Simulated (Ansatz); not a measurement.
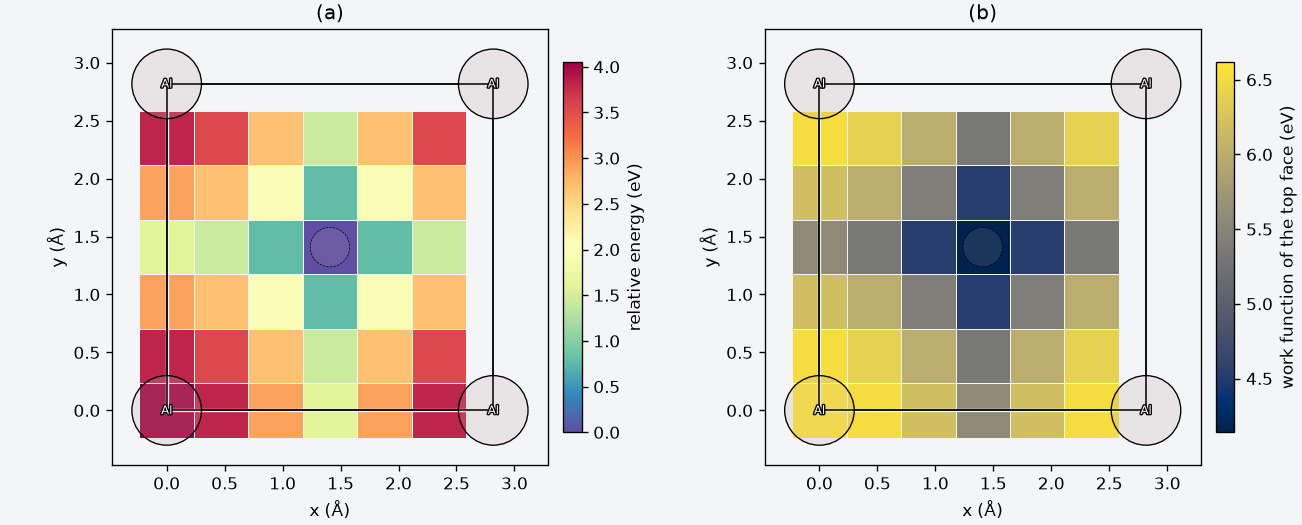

N on an Al(100) slab cut from the Fm-3m phase, its upper half relaxed before the scan (12 atoms of substrate and one adsorbate in a 2 × 2 cell). N is moved over the surface cell; relaxed at each place: the height of the adsorbate's atoms; substrate rigid; the origin of the map has the adsorbate above Al9. Places are given modulo a cell vector. The map is drawn in real space over the plane of the surface. The scan uses a 6 × 6 grid; 10 points were computed and 26 follow by symmetry. Places are given in fractions of the 1 × 1 surface cell. All energies are given in eV relative to the lowest grid point. At some places the adsorbate sinks to or below the level of the top layer. Method: DFT LDA, scalar-relativistic, plane waves, PAW in Ansatz. Settings: cutoff 420 eV, k-mesh 5×5×1, gaussian smearing 0.1 eV, no spin polarisation.

Panel (a) is the energy; panel (b) is the computed work function of the top face, in eV.

In the figure: one coloured cell a grid point, labelled circles for the atoms of the top layer and small ones for the second layer, the outline of one cell of the plane.

### How does the work function of the top face vary over the map, and what is it at the lowest grid point?

It runs from 4.14 eV at a place at or below the level of the top layer, (3/6, 3/6) of the cell vectors to 6.62 eV at the top site over a surface Al atom, (0/6, 0/6) of the cell vectors. At the lowest grid point, a place at or below the level of the top layer, (3/6, 3/6) of the cell vectors, it is 4.14 eV.
